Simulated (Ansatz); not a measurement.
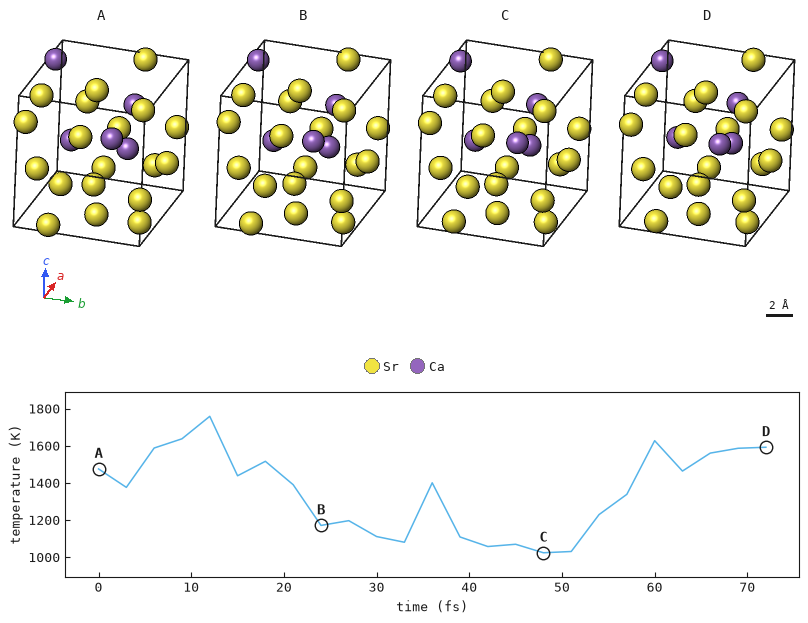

Molecular dynamics of an amorphous cell of composition Sr19Ca5 (24 atoms in the cell), 72 fs long. Frames (A at 0 fs, B at 24 fs, C at 48 fs, D at 72 fs) and the history of the run. Style: spheres-only. Shown: the simulation cell, from a free direction.

Theory: DFT PBE, scalar-relativistic, plane waves, PAW (Ansatz 0.2.0). Set-up: plane-wave cutoff 320 eV; k-point mesh 1 × 1 × 1; Fermi-Dirac smearing 0.133 eV; volume 0.96 times that of the relaxed crystal; set temperature 1540 K; time step 3 fs.

Describe the run.

The mean temperature in the second half is 1315 K (standard deviation 229 K). The potential energy is still drifting at the end, so the run hasn't reached equilibrium. The potential energy in the second half lies on average 58.7 meV per atom above the first frame. The mean pressure there is 1.8 GPa. In the second half of the run the atoms are, in the root-mean-square, this far from where they began (common drift taken out): Ca 0.31 Å, Sr 0.25 Å. The run lasts only 72 fs, too short to tell vibration from diffusion.

Limits of the set-up: the k-point mesh is coarse for a cell with partly filled bands; the cutoff lies below the recommended one.

Cost: 2.7 min on 2 threads of Arm Neoverse V1 (shared host), peak memory 0.95 GiB.
